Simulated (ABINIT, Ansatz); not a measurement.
# CsH (F-43m): a worked LO-TO splitting

Aim: work out the LO frequency and the static dielectric constant of CsH (F-43m) from one linear-response run, then check them.

Calculated with ABINIT 10.8.3; DFT LDA, scalar-relativistic, plane waves, PseudoDojo norm-conserving pseudopotentials.

The structure was built from a prototype and need not be the compound's stable phase.

## 1. The relaxed structure

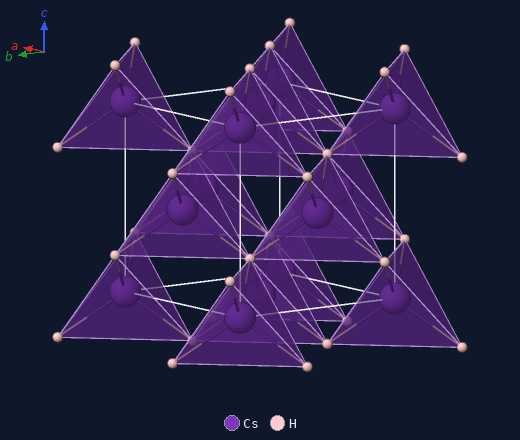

The starting structure, seen from a free direction (caesium purple, hydrogen pink). This picture shows the conventional cell, with its axes. Some periodic images of atoms are drawn too.

As a file:

```cif
data_structure
_symmetry_space_group_name_H-M 'F-43m'
_symmetry_Int_Tables_number 216
_cell_length_a 6.6853
_cell_length_b 6.6853
_cell_length_c 6.6853
_cell_angle_alpha 90.000
_cell_angle_beta 90.000
_cell_angle_gamma 90.000
_cell_volume 298.78
loop_
_atom_site_label
_atom_site_type_symbol
_atom_site_symmetry_multiplicity
_atom_site_Wyckoff_symbol
_atom_site_fract_x
_atom_site_fract_y
_atom_site_fract_z
_atom_site_occupancy
Cs1 Cs 4 a 0.00000 0.00000 0.00000 1
H1 H 4 d 0.25000 0.25000 0.75000 1
```

This is the cell after its relaxation at this level of theory, not the database cell from which that began.

## 2. What the response run gave

A linear-response run on the relaxed cell, with the response to an electric field; only its zone-centre results are used. Cutoff 39 Ha, k mesh 4×4×4 with shifts.

Numbers of over 12 decimals in the logs are rounded to 6 here.

What it wrote:

```text
[banners, grids, parts of the stress and lines that vanish by symmetry left out]
- input  file    -> dfpt_gamma.abi
- output file    -> dfpt_gamma.abo
- root for input  files -> dfpt_gammai
[...]
DATASET    1 : space group F-4 3 m (#216); Bravais cF (face-center cubic)
[...]
nfft =      157464          nkpt =         128
[...]
DATASET    2 : space group F-4 3 m (#216); Bravais cF (face-center cubic)
[...]
nfft =      157464          nkpt =         128
[...]
== DATASET  1 ==================================================================
[...]
cutoff_energies: {ecut:  39.0, pawecutdg:  -1.0, }
[...]
-  1.00000   1.00000  180309                  znucl, zion, pspdat
[...]
Perturbation : derivative vs k along direction   1
[...]
-ETOT  1  -8.435086     -8.435E+00 1.684E-02 0.000E+00
 ETOT  2  -8.438450     -3.364E-03 2.197E-04 0.000E+00
 ETOT  3  -8.438590     -1.392E-04 1.154E-05 0.000E+00
 ETOT  4  -8.438599     -9.267E-06 8.467E-07 0.000E+00
 ETOT  5  -8.438600     -6.814E-07 6.626E-08 0.000E+00
[...]
At SCF step   17   max residual=  9.95E-21 < tolwfr=  1.00E-20 =>converged.
[...]
Perturbation : derivative vs k along direction   2
[...]
-ETOT  1  -8.435086     -8.435E+00 1.684E-02 0.000E+00
[...]
At SCF step   17   max residual=  9.95E-21 < tolwfr=  1.00E-20 =>converged.
[...]
Perturbation : derivative vs k along direction   3
[...]
-ETOT  1  -8.435086     -8.435E+00 1.684E-02 0.000E+00
[...]
At SCF step   17   max residual=  9.95E-21 < tolwfr=  1.00E-20 =>converged.
[...]
1        1       1.9453495655   -0.0000000000
     1        2       0.9726747827   -0.0000000000
     1        3       0.9726747827   -0.0000000000
     2        1       0.9726747827   -0.0000000000
     2        2       1.9453495655    0.0000000000
     2        3       0.9726747827    0.0000000000
     3        1       0.9726747827   -0.0000000000
     3        2       0.9726747827    0.0000000000
     3        3       1.9453495655   -0.0000000000
[...]
== DATASET  2 ==================================================================
[...]
cutoff_energies: {ecut:  39.0, pawecutdg:  -1.0, }
[...]
Perturbation : displacement of atom   1   along direction   1
[...]
-ETOT  1   1.243000     -7.616E+02 2.348E+00 6.858E+01
[...]
At SCF step   12       vres2   =  2.35E-12 < tolvrs=  1.00E-10 =>converged.
[...]
Perturbation : displacement of atom   2   along direction   1
[...]
At SCF step   12       vres2   =  2.94E-11 < tolvrs=  1.00E-10 =>converged.
[...]
-ETOT  1  0.858017     -8.020E+00 1.132E-01 5.350E+03
[...]
ETOT 11  0.118080     -2.309E-12 4.188E-13 1.510E-10
 ETOT 12  0.118080      1.990E-13 2.227E-14 2.944E-11
 At SCF step   12       vres2   =  2.94E-11 < tolvrs=  1.00E-10 =>converged.
[...]
Dielectric tensor, in cartesian coordinates,
[...]
1    4   1    4         2.8714047671        -0.0000000000
   1    4   2    4        -0.0000000000        -0.0000000000
   1    4   3    4        -0.0000000000        -0.0000000000
   2    4   1    4        -0.0000000000        -0.0000000000
   2    4   2    4         2.8714047671        -0.0000000000
   2    4   3    4        -0.0000000000        -0.0000000000
   3    4   1    4        -0.0000000000        -0.0000000000
   3    4   2    4        -0.0000000000        -0.0000000000
   3    4   3    4         2.8714047671        -0.0000000000
  Effective charges, in cartesian coordinates,
[...]
1    1   1    4         0.9891112496         0.0000000000
   2    1   1    4        -0.0000000000         0.0000000000
   3    1   1    4         0.0000000000         0.0000000000
   1    2   1    4        -0.9891301802         0.0000000000
   2    2   1    4         0.0000000000         0.0000000000
[...]
Effective charges, in cartesian coordinates,
[...]
Rigid-atom elastic tensor , in cartesian coordinates,
[...]
Rigid-atom proper piezoelectric tensor, in cartesian coordinates,
[...]
2    4   2    6        -0.0020861154         0.0000000000
   2    4   3    6        -0.0000000000         0.0000000000
   3    4   1    5        -0.0000000000         0.0000000000
   3    4   2    5         0.0000000000         0.0000000000
   3    4   3    5        -0.0000000000         0.0000000000
   3    4   1    6         0.0000000000         0.0000000000
   3    4   2    6         0.0000000000         0.0000000000
   3    4   3    6        -0.0020861154         0.0000000000
  Phonon wavevector (reduced coordinates) :  0.00000  0.00000  0.00000
 Phonon energies in Hartree :
[...]
Phonon frequencies in cm-1    :
- -5.565018E-02 -5.564939E-02 -5.564702E-02  5.414875E+02  5.414875E+02
-  5.414875E+02
  Phonon at Gamma, with non-analyticity in the
[...]
Phonon energies in Hartree :
[...]
Phonon frequencies in cm-1    :
- -5.565018E-02 -5.564939E-02 -5.564396E-02  5.414875E+02  5.414875E+02
-  7.194364E+02
  Phonon at Gamma, with non-analyticity in the
[...]
Phonon energies in Hartree :
[...]
Phonon frequencies in cm-1    :
- -5.565018E-02 -5.564702E-02 -5.564633E-02  5.414875E+02  5.414875E+02
-  7.194364E+02
  Phonon at Gamma, with non-analyticity in the
[...]
Phonon energies in Hartree :
[...]
Phonon frequencies in cm-1    :
- -5.564939E-02 -5.564713E-02 -5.564702E-02  5.414875E+02  5.414875E+02
-  7.194364E+02
[...]
fcart2     0.0000000000E+00  0.0000000000E+00  0.0000000000E+00
           strten2     0.0000000000E+00  0.0000000000E+00  0.0000000000E+00
================================================================================
```

```
                       quantity    value
             cell volume Ω (Å³)   74.696
                 mass of Cs (u)  132.905
                  mass of H (u)    1.008
     Born charge of Cs, raw (e)    0.989
      Born charge of H, raw (e)   -0.989
                             ε∞    2.871
ω(TO) after the sum rule (cm⁻¹)    541.5
```

## 3. The calculation

The charges must sum to zero over the cell; taking off their mean, 0.000 e, leaves Z* = 0.989 e on Cs. In the polar mode Cs moves against H, so the reduced mass is μ = 132.91 × 1.01 / 133.91 = 1.000 u.

A longitudinal wave builds up a field that adds to the restoring force: ω(LO)² = ω(TO)² + 4π Z*² / (μ Ω ε∞), in Hartree atomic units. With μ = 1824 electron masses and Ω = 504.07 bohr³ the second term is 4.6576e-06 Ha², or 224354 cm⁻² (1 Ha = 219474.6 cm⁻¹).

So ω(LO) = √(293211 + 224354) = 719.4 cm⁻¹, and by the Lyddane-Sachs-Teller relation ε₀ = ε∞ (ω(LO)/ω(TO))² = 5.07.

## 4. Check against the program

The analysis program adds the same non-analytic term to the full matrix.

What it wrote:

```text
[banners, grids, parts of the stress and lines that vanish by symmetry left out]
-outvars_anaddb: echo values of input variables ----------------------

 Flags :
[...]
Dielectric Tensor and Effective Charges
[...]
Effective charge tensors after
[...]
Phonon wavevector (reduced coordinates) :  0.00000  0.00000  0.00000
 Phonon energies in Hartree :
[...]
Phonon energies in meV     :
-  0.000000E+00  0.000000E+00  0.000000E+00  6.713589E+01  6.713589E+01
-  6.713589E+01
 Phonon frequencies in cm-1    :
-  0.000000E+00  0.000000E+00  0.000000E+00  5.414874E+02  5.414874E+02
-  5.414874E+02
 Phonon frequencies in Thz     :
-  0.000000E+00  0.000000E+00  0.000000E+00  1.623338E+01  1.623338E+01
-  1.623338E+01
 Phonon energies in Kelvin  :
-  0.000000E+00  0.000000E+00  0.000000E+00  7.790796E+02  7.790796E+02
-  7.790796E+02
[...]
-  1  0.00000000E+00  0.00000000E+00 -2.02398821E-03
-     0.00000000E+00  0.00000000E+00  0.00000000E+00
-  2  0.00000000E+00  0.00000000E+00 -2.02398831E-03
-     0.00000000E+00  0.00000000E+00  0.00000000E+00
[...]
-  1  0.00000000E+00 -2.02398821E-03  0.00000000E+00
-     0.00000000E+00  0.00000000E+00  0.00000000E+00
-  2  0.00000000E+00 -2.02398831E-03  0.00000000E+00
-     0.00000000E+00  0.00000000E+00  0.00000000E+00
[...]
-  1  2.02398821E-03  0.00000000E+00  0.00000000E+00
-     0.00000000E+00  0.00000000E+00  0.00000000E+00
-  2  2.02398831E-03  0.00000000E+00  0.00000000E+00
-     0.00000000E+00  0.00000000E+00  0.00000000E+00
[...]
-  1  0.00000000E+00  0.00000000E+00  1.76260082E-04
-     0.00000000E+00  0.00000000E+00  0.00000000E+00
-  2 -8.97364162E-07 -5.19809846E-06 -2.32413842E-02
-     0.00000000E+00  0.00000000E+00  0.00000000E+00
[...]
-  1  0.00000000E+00  1.76260077E-04  0.00000000E+00
-     0.00000000E+00  0.00000000E+00  0.00000000E+00
-  2 -5.46735779E-06 -2.32413836E-02  5.19830942E-06
-     0.00000000E+00  0.00000000E+00  0.00000000E+00
[...]
-  1  1.76260081E-04  0.00000000E+00  0.00000000E+00
-     0.00000000E+00  0.00000000E+00  0.00000000E+00
-  2 -2.32413841E-02  5.46755836E-06  8.96141302E-07
-     0.00000000E+00  0.00000000E+00  0.00000000E+00
[...]
-     1          0.000000    -0.000000     0.000000     0.000000
-     2         -0.000000     0.000000     0.000000     0.000000
-     3         -0.000000    -0.000000     0.000000     0.000000
-     4          0.000038     0.000223     0.996593     0.996593
-     5          0.000234     0.996593    -0.000223     0.996593
-     6          0.996593    -0.000234    -0.000038     0.996593
[...]
-   1     Real    0.0000E+00  0.0000E+00  0.0000E+00  0.0000E+00  0.0000E+00  0.0000E+00  0.0000E+00
[...]
-  1  0.00000000E+00  0.00000000E+00 -2.02398821E-03
-     0.00000000E+00  0.00000000E+00  0.00000000E+00
-  2  0.00000000E+00  0.00000000E+00 -2.02398831E-03
-     0.00000000E+00  0.00000000E+00  0.00000000E+00
[...]
Phonon at Gamma, with non-analyticity in the
[...]
Phonon energies in Hartree :
[...]
Phonon energies in meV     :
-  0.000000E+00  0.000000E+00  0.000000E+00  6.713589E+01  6.713589E+01
-  8.919837E+01
 Phonon frequencies in cm-1    :
-  0.000000E+00  0.000000E+00  0.000000E+00  5.414874E+02  5.414874E+02
-  7.194334E+02
 Phonon frequencies in Thz     :
-  0.000000E+00  0.000000E+00  0.000000E+00  1.623338E+01  1.623338E+01
-  2.156807E+01
 Phonon energies in Kelvin  :
-  0.000000E+00  0.000000E+00  0.000000E+00  7.790796E+02  7.790796E+02
-  1.035104E+03
[...]
Phonon at Gamma, with non-analyticity in the
[...]
Phonon energies in Hartree :
[...]
Phonon energies in meV     :
-  0.000000E+00  0.000000E+00  0.000000E+00  6.713589E+01  6.713589E+01
-  8.919837E+01
 Phonon frequencies in cm-1    :
-  0.000000E+00  0.000000E+00  0.000000E+00  5.414874E+02  5.414874E+02
-  7.194334E+02
 Phonon frequencies in Thz     :
-  0.000000E+00  0.000000E+00  0.000000E+00  1.623338E+01  1.623338E+01
-  2.156807E+01
 Phonon energies in Kelvin  :
-  0.000000E+00  0.000000E+00  0.000000E+00  7.790796E+02  7.790796E+02
-  1.035104E+03
[...]
-  1  0.00000000E+00 -2.02398821E-03  0.00000000E+00
-     0.00000000E+00  0.00000000E+00  0.00000000E+00
-  2  0.00000000E+00 -2.02398830E-03  0.00000000E+00
-     0.00000000E+00  0.00000000E+00  0.00000000E+00
[...]
-  1  2.02398821E-03  0.00000000E+00  0.00000000E+00
-     0.00000000E+00  0.00000000E+00  0.00000000E+00
-  2  2.02398830E-03  0.00000000E+00  0.00000000E+00
-     0.00000000E+00  0.00000000E+00  0.00000000E+00
[...]
-  1  3.07315762E-05  1.06394167E-04 -1.37125743E-04
-     0.00000000E+00  0.00000000E+00  0.00000000E+00
-  2 -4.05221854E-03 -1.40289718E-02  1.80811903E-02
-     0.00000000E+00  0.00000000E+00  0.00000000E+00
[...]
-  1  1.40596286E-04 -9.69124685E-05 -4.36838171E-05
-     0.00000000E+00  0.00000000E+00  0.00000000E+00
-  2 -1.85388107E-02  1.27787296E-02  5.76008117E-03
-     0.00000000E+00  0.00000000E+00  0.00000000E+00
[...]
Direction                     Dielectric constant
[...]
Elastic Tensor (clamped ion) (unit:10^2GP):
[...]
Elastic Tensor (relaxed ion) (unit:10^2GP):
[...]
Calculation of the tensor related to piezoelectric effetc
[...]
Proper piezoelectric constants (clamped ion) (unit:c/m^2)
[...]
Proper piezoelectric constants (relaxed ion) (unit:c/m^2)
[...]
0.00000000      0.18812203     -0.00000000
     -0.00000000      0.00000000      0.18812203
-
```

```
    quantity  by hand  program
ω(LO) (cm⁻¹)    719.4    719.4
          ε₀     5.07     5.07
```

## 5. Results

```
TO mode                    : 541.5 cm⁻¹
LO mode                    : 719.4 cm⁻¹
static dielectric constant : 5.069
```

**Reading.** The LO mode of CsH (F-43m) lies at 719 cm⁻¹, 178 cm⁻¹ above the TO mode; the formula meets the program within 0.1 cm⁻¹, as it must for a cubic crystal with one polar mode. ω(LO)² − ω(TO)² goes with Z*²/ε∞: an error of 5 % in ε∞ would move the LO mode by 7.5 cm⁻¹, and semilocal functionals tend to overestimate ε∞. These are harmonic values at zero temperature, at the volume of this functional, for the structure held cubic; stability elsewhere in the zone is no part of this calculation.

[Host names and launcher messages were left out of these logs when they were recorded.]

[Logs are printed without paths, hosts, clocks, repeated set-up lines and the standing remarks that a program may print on its own settings, such as how far it seeks lower states.]

[Hosts, paths, dates, database ids (printed as entryN), source tags and the programs' standing remarks are cut or masked in the printed files.]
